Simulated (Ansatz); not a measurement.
Ga$_{4}$PN$_{3}$

Input

```
crystal:
  lattice:
    - [5.4801757719, 0.0, 0.0171457454]
    - [0.0, 3.3403303221, 0.0]
    - [0.0182035729, 0.0, 5.8295305235]
  atoms:
    - { symbol: "N", position: [-0.0040966147, 0.0, 0.3209619938] }
    - { symbol: "N", position: [0.0021812092, 0.5, 0.8457348653] }
    - { symbol: "N", position: [0.4951295915, 0.5, 0.16916758] }
    - { symbol: P, position: [0.5076027313, 0.0, 0.6607887995] }
    - { symbol: Ga, position: [0.3578796873, 0.0, 0.3015382261] }
    - { symbol: Ga, position: [0.3555234613, 0.5, 0.8678204223] }
    - { symbol: Ga, position: [0.862222758, 0.5, 0.1669397342] }
    - { symbol: Ga, position: [0.923557176, 0.0, 0.6670483788] }
kpoints:
  mp_grid: { grid: [6, 8, 4] }
  band_path:
    path:
      - [0.0, 0.0, 0.0]
      - [-3.542480113945e-37, -0.5, 3.960256535368e-18]
      - [6.302517716748e-20, -0.5, -0.5]
      - [6.302517716748e-20, 1.097825466197e-19, -0.5]
      - [0.0, 0.0, 0.0]
      - [-0.5, 1.135807818388e-19, -0.5]
      - [-0.5, -0.5, -0.5]
      - [-3.542480113945e-37, -0.5, 3.960256535368e-18]
      - [-0.5, -0.5, -1.114414623443e-17]
      - [-0.5, 3.798235219152e-21, -1.516352302468e-17]
      - [0.0, 0.0, 0.0]
    npoints: 10
hamiltonian:
  xc: pbe
scf:
  occupations: { method: fermi_dirac, width: 0.02 }
  n_extra_bands: 6
output:
  forces: true
  stress: true
  eigenvalues: true
  write_density: true
  write_potential: true
  elf: true
  volumetric_format: npy
```

Command:

```sh
ansatz run input.yaml --threads 4 --pin off --max-ram 6451MiB --backend cpu --events-out ev --progress --plain --runs-dir out
```

Below, planes, directions and counts refer to the conventional cell (a = 5.48 Å, b = 3.34 Å, c = 5.83 Å, α = 90.00°, β = 90.36°, γ = 90.00°).

Space group Pm; started from the ordered alloy on wurtzite lattice prototype, which need not be the ambient phase; computed pressure about 5 GPa in this cell.

These are results of Ansatz, DFT, PBE, plane waves, PAW, not measurements.

Core electrons are frozen (PAW), and the valence fields are smoothed inside the atomic spheres.

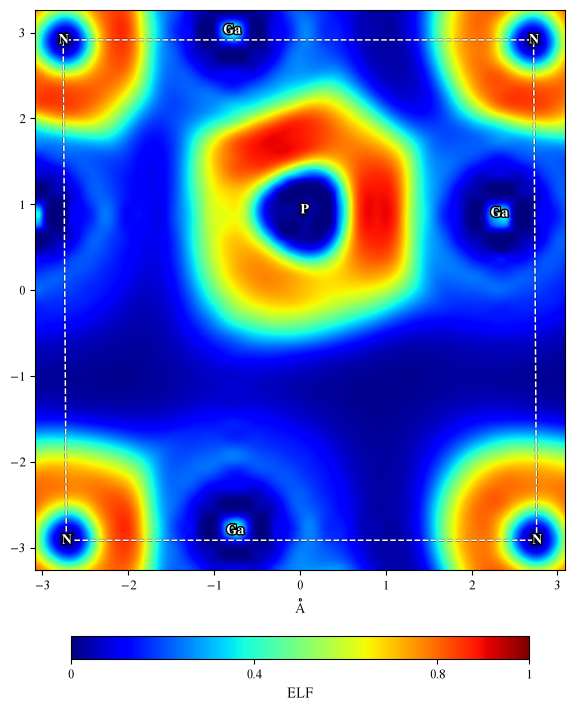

Figure 1. Electron localisation function on the (010) plane of the conventional cell.

Describe what can be read from this map.

The section cuts through N, P and Ga sites.
Ga–N (1.99 Å): the ELF peaks at about 0.85 in the valence shell of N, 0.7 Å from its nucleus, and is about 0.50 at the midpoint.
Ga–N (2.05 Å): the ELF peaks at about 0.85 in the valence shell of N, 0.7 Å from its nucleus, and is about 0.45 at the midpoint.
Ga–P (2.28 Å): the ELF peaks at about 0.90 in the valence shell of P, 0.7 Å from its nucleus, and is about 0.75 at the midpoint.

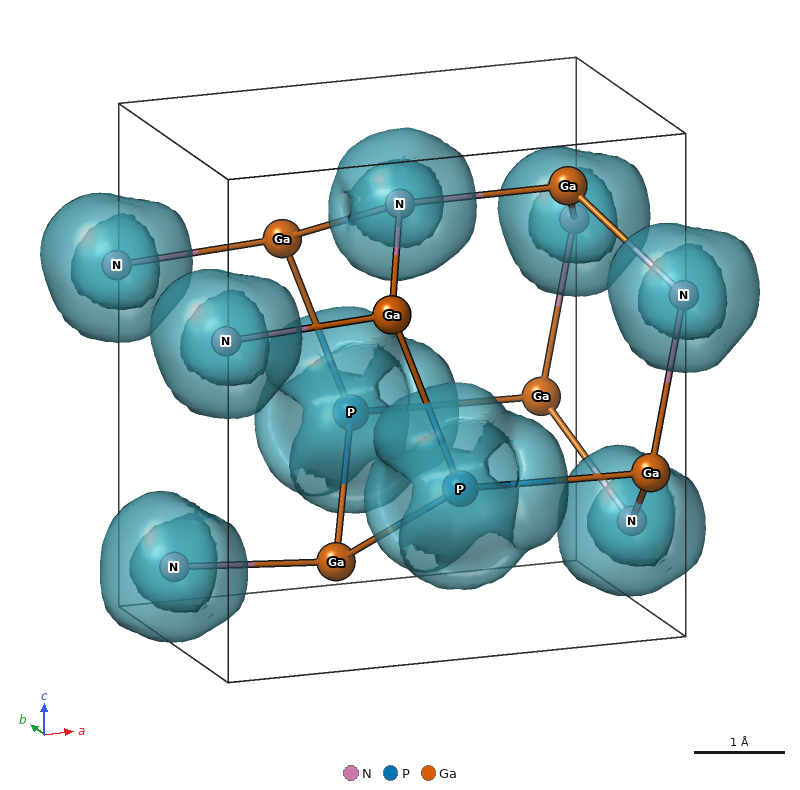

Figure 2. Isosurface of the ELF at 0.75 (cyan), seen slightly off an axis. Core shells and regions of very low density are left out. Sticks mark near contacts.

What do the ELF domains correspond to?

At this value the surface marks out one region on P in which the atom's valence shell and bonds are merged and three regions wrapped around N (the valence shell of each), counted in one cell of 8 atoms. Regions shared between cells count once.


Ga–N (1.92 Å): the ELF peaks at about 0.85 in the valence shell of N, 0.6 Å from its nucleus, and is about 0.50 at the midpoint. Ga–P (2.22 Å): the ELF peaks at about 0.90 in the valence shell of P, 0.8 Å from its nucleus, and is about 0.75 at the midpoint.
